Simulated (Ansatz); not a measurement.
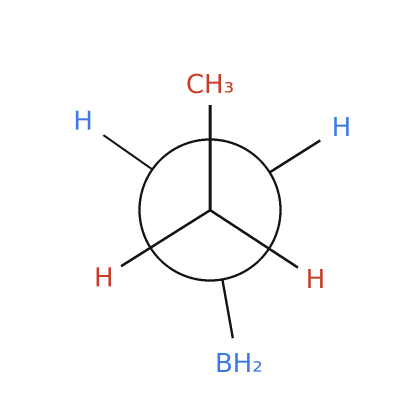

A Newman projection along the C–C bond, carbon in front; angles are drawn as computed, but eclipsed bonds slightly apart. The computed structure is the end point of a PBE-D4/def2-SVP optimisation. No frequency run is at hand to confirm it as a minimum.

### Which molecule is it?

C3H9B, BCCC

### What is the torsion angle from the front CH3 to the back BH2? The sign is positive where the front bond must turn clockwise to cover the back bond.

170°, antiperiplanar (anti). The conformation about this bond is staggered.
